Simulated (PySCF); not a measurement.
```json
{"atom": "Al", "x (Å)": "1.2276", "y (Å)": "0.7059", "z (Å)": "-0.7093"}
{"atom": "F", "x (Å)": "1.2564", "y (Å)": "2.3541", "z (Å)": "-0.7134"}
{"atom": "F", "x (Å)": "2.4002", "y (Å)": "-0.2226", "z (Å)": "-1.4048"}
{"atom": "Cl", "x (Å)": "0.8360", "y (Å)": "-0.0226", "z (Å)": "1.3988"}
{"atom": "Al", "x (Å)": "-1.1931", "y (Å)": "-0.7276", "z (Å)": "0.6883"}
{"atom": "F", "x (Å)": "-2.3655", "y (Å)": "0.2001", "z (Å)": "1.3834"}
{"atom": "F", "x (Å)": "-1.2219", "y (Å)": "-2.3760", "z (Å)": "0.6929"}
{"atom": "Cl", "x (Å)": "-0.8015", "y (Å)": "0.0032", "z (Å)": "-1.4196"}
```

Geometry: PBE0-D3(BJ)/def2-SVP.

Computed with PySCF, PBE0/pcSseg-1 Al:pcSseg-2, SCF density, gas phase, non-relativistic.

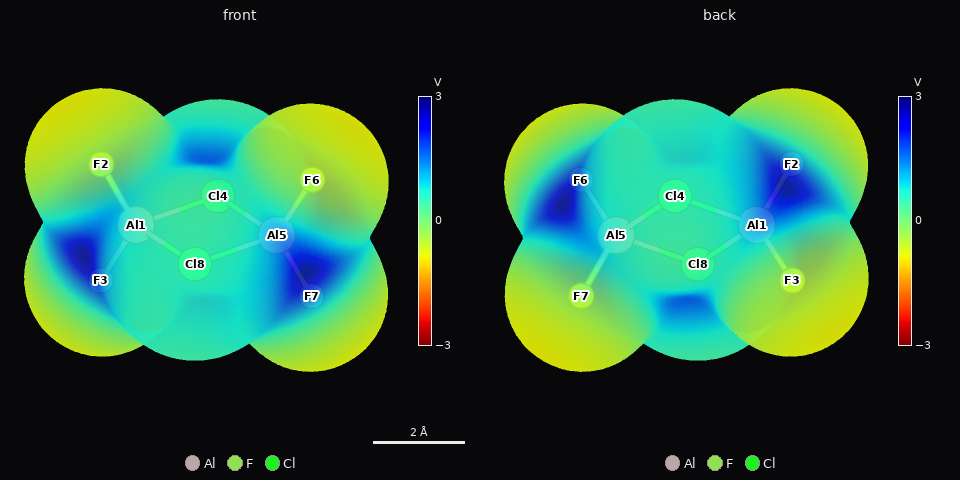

Al$_{2}$Cl$_{2}$F$_{4}$. The molecular electrostatic potential painted on the density surface at 0.001 e/bohr³, seen from the front and from behind; the colour scale runs from red (negative) to blue (positive).

**Where is the surface potential most negative and most positive?**

The most negative region (about −0.9 V) lies over F2, F3, F6 and F7, the most positive (about +2.6 V) over Al1 and Al5.
